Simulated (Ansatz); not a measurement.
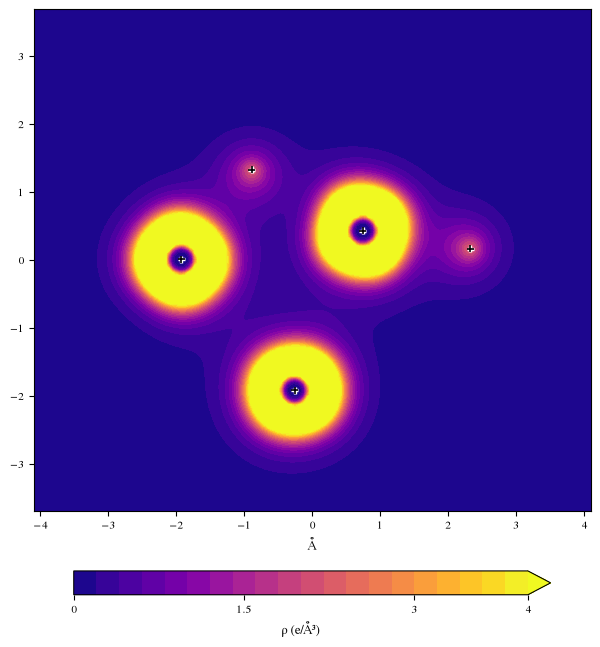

The electron density on a plane through atoms (crosses mark nuclei in the plane).

All numbers below come from Ansatz, UKS PBE0-D4/def2-TZVPD.

Candidates:
A. H₂Pd₃ (charge −1, quartet)
B. AgBr₂ (charge −1, triplet)

> Which system is this?

Candidate A: H₂Pd₃ on the molecular plane, which holds Pd and H. Pd–Pd (2.55 Å): ρ is about 0.41 e/Å³ halfway. Pd–H (1.60 Å): ρ at the midpoint is about 1.7 e/Å³.
